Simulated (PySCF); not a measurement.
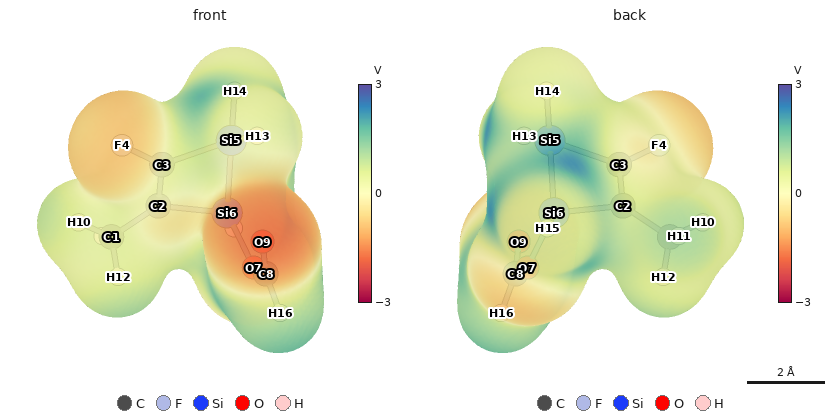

The picture shows: C₄H₇FO₂Si₂. The electrostatic potential painted on the density surface at 0.004 e/bohr³, seen from the front and from behind; the colour scale runs from red (negative) to blue (positive).

Geometry: GFN2-xTB.

Computed with PySCF, PBE0/pcSseg-1, SCF density, gas phase, non-relativistic.

```yaml
atoms:
  - { symbol: C, position_ang: [-1.5669, -1.6971, 0.2725] }
  - { symbol: C, position_ang: [-0.9077, -0.4160, -0.1038] }
  - { symbol: C, position_ang: [-1.2857, 0.8233, 0.2476] }
  - { symbol: F, position_ang: [-2.3575, 1.0836, 1.0315] }
  - { symbol: Si, position_ang: [-0.0703, 2.0674, -0.5471] }
  - { symbol: Si, position_ang: [0.6496, -0.0729, -1.1559] }
  - { symbol: O, position_ang: [2.0303, -0.6600, -0.3605] }
  - { symbol: C, position_ang: [2.5091, -0.1249, 0.7236] }
  - { symbol: O, position_ang: [2.1022, 0.8716, 1.2506] }
  - { symbol: H, position_ang: [-2.4323, -1.5204, 0.9095] }
  - { symbol: H, position_ang: [-1.8888, -2.2273, -0.6237] }
  - { symbol: H, position_ang: [-0.8628, -2.3393, 0.8018] }
  - { symbol: H, position_ang: [0.5797, 2.9943, 0.3744] }
  - { symbol: H, position_ang: [-0.7293, 2.8385, -1.6135] }
  - { symbol: H, position_ang: [0.8552, -0.9109, -2.3337] }
  - { symbol: H, position_ang: [3.3677, -0.7009, 1.1153] }
```

Which sites attract a positive test charge, and which a negative one?

Answer. A positive charge is drawn to the negative regions and a negative charge to the positive ones. The most negative region (about −1.7 V) lies over O9, the most positive (about +2.2 V) over Si5 and Si6. O9 is the likeliest acceptor of a hydrogen bond.

What dipole moment does the calculation give?

Answer. Its dipole moment is 2.44 D.
